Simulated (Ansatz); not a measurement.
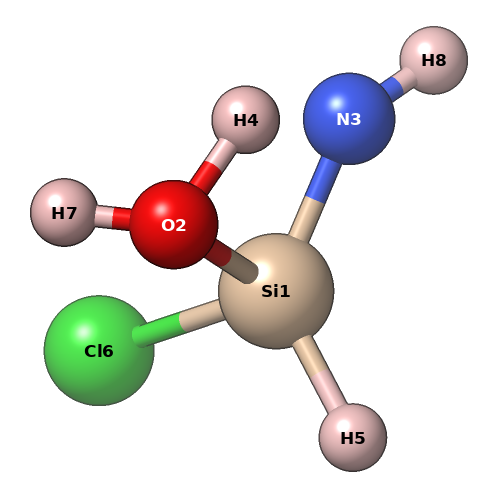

Simulated data, not a measurement (program: Ansatz).

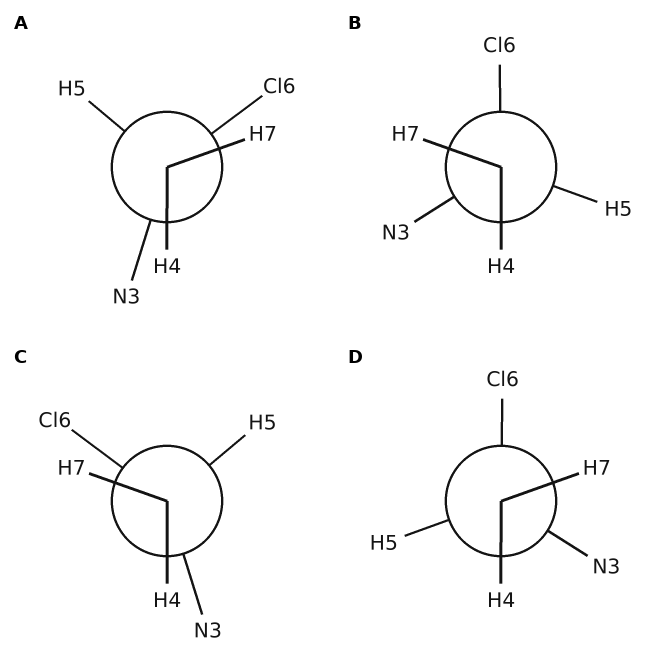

Atoms fade into the background with distance from the viewer. Bonds that would overlap in a projection are set slightly apart. Geometry: start.

Question: Which Newman projection shows the view along O2–Si1, with O2 in front?

Answer: A. The torsion angle H4–O2–Si1–Cl6 is −119°, anticlinal.
